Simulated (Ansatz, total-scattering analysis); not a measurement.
# Isotope substitution on H in acetonitrile

Two samples of acetonitrile (16 acetonitrile; C 33.3, N 16.7, H 50.0 atom %; 300 K, fixed volume (mean pressure -0.3 GPa); ρ₀ = 0.0687 Å⁻³) differ only in the isotope of H: D (b = 6.6681 fm) and H (b = -3.7395 fm). Other lengths: C 6.6472, N 9.36 fm. The data are simulated by ab initio molecular dynamics with Ansatz (LDA, plane waves, PAW default files, Langevin thermostat, no spin, fixed volume, H with the mass of D). The average runs over 0.40 ps of 96 atoms, so shells between rare elements are rough. Mean temperature 315 K, largest m.s.d. 1.96 Å², energy drift -5 meV an atom (last third less first, no steady trend), Langevin friction 10 ps⁻¹; the first quarter of the run is discarded. Start: last frame of a classical run of this cell at the same density and temperature. So short a stretch relaxes bonds and nearest shells but still remembers its start. It is a liquid as far as so short a run tells. The partials come from the cell's reciprocal vectors below 4 Å⁻¹ and from g(r) above; absorption, incoherent and inelastic scattering are left out. F(Q) = Σ ci cj bi bj (Sij − 1), in barn per steradian and atom:

```
Q (Å⁻¹)      2H      1H  difference
    0.6  -0.361  -0.333      -0.029
    0.9  -0.365  -0.251      -0.114
    1.2  -0.137  -0.016      -0.121
    1.5   0.955   0.196       0.759
    1.8   0.240   0.165       0.075
    2.1   0.011  -0.013       0.024
    2.4   0.014  -0.056       0.071
    2.7  -0.086  -0.094       0.008
    3.0  -0.122  -0.047      -0.075
    3.3  -0.120  -0.025      -0.096
    3.6  -0.113  -0.028      -0.085
    3.9  -0.091  -0.021      -0.070
    4.2  -0.054  -0.015      -0.039
    4.5  -0.046  -0.003      -0.043
    4.8  -0.054   0.034      -0.088
    5.1  -0.076   0.069      -0.145
    5.4  -0.074   0.075      -0.149
    5.7  -0.034   0.053      -0.087
    6.0   0.023   0.012       0.011
    6.3   0.074  -0.032       0.106
    6.6   0.101  -0.053       0.154
    6.9   0.096  -0.044       0.139
    7.2   0.072  -0.021       0.093
    7.5   0.051   0.000       0.051
    7.8   0.040   0.012       0.028
    8.1   0.029   0.007       0.022
    8.4   0.010  -0.007       0.017
    8.7  -0.020  -0.014      -0.006
    9.0  -0.052  -0.011      -0.041
    9.3  -0.072  -0.005      -0.067
    9.6  -0.068   0.000      -0.068
    9.9  -0.047   0.003      -0.050
   10.2  -0.023   0.009      -0.032
   10.5  -0.010   0.017      -0.028
   10.8  -0.009   0.022      -0.031
```

The first difference in real space, ΔG(r), in barn (from the pair functions, so without the broadening of a finite Q range):

```tsv
r (Å)	first difference G(r)
0.50	-0.468
0.58	-0.468
0.66	-0.468
0.74	-0.468
0.82	-0.468
0.90	-0.468
0.98	-0.462
1.06	2.814
1.14	4.117
1.22	-0.406
1.30	-0.468
1.38	-0.468
1.46	-0.468
1.54	-0.466
1.62	-0.444
1.70	-0.213
1.78	0.175
1.86	-0.030
1.94	-0.249
2.02	0.292
2.10	0.736
2.18	0.152
2.26	-0.228
2.34	-0.267
2.42	-0.241
2.50	-0.244
2.58	-0.271
2.66	-0.250
2.74	-0.222
2.82	-0.209
2.90	-0.162
2.98	-0.047
3.06	0.185
3.14	0.371
3.22	0.209
3.30	0.008
3.38	-0.096
3.46	-0.124
3.54	-0.077
3.62	-0.075
3.70	-0.070
```

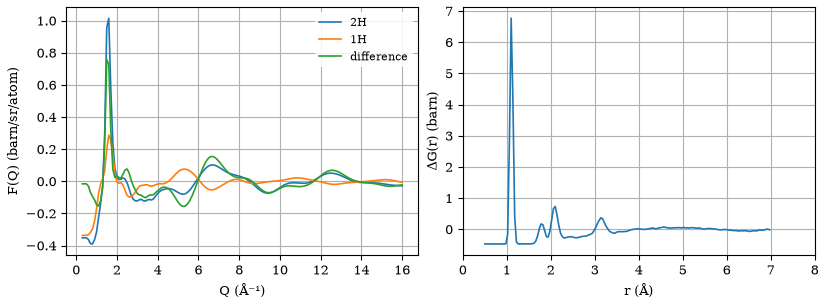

**Question.** Which pairs survive in the difference, and what is the first shell of H?

Pairs without H cancel. ΔG(r) = Σ W [g(r) − 1] with W = 2 c(H) c(j) b(j) Δb, and c(H)² (b₁² − b₂²) for H–H: H–C 0.2306, H–N 0.1624, H–H 0.0762 barn. At small r, ΔG → −ΣW = -0.469; in this finite cell the H–H term carries (N − 1)/N with N = 48 atoms of H, which gives -0.468.

The first feature, at 1.10 Å, is H–C. n = 4πρ₀ c(C)/W ∫ r² [ΔG − ΔG(0)] dr up to 1.42 Å gives 1.0 C around each H; the coordinates give 1.00 up to 1.42 Å.

Shells of H from the coordinates: C–H at 1.10 Å, 1.0 neighbours to 1.42 Å; H–H at 1.79 Å, 2.0 neighbours to 2.12 Å; N–H at 2.45 Å, 0.6 neighbours to 2.76 Å, a soft count (first peaks with a usable minimum only). Counts average over all H, whatever molecule they sit on, and second peaks of a pair (H two bonds away, hydrogen bonds) add features between 1.5 and 2.5 Å that aren't listed. The structure is taken to be the same for both isotopes, which holds least well for H and D.

[Logs are printed without paths, hosts, clocks, repeated set-up lines and the standing remarks that a program may print on its own settings, such as how far it seeks lower states.]
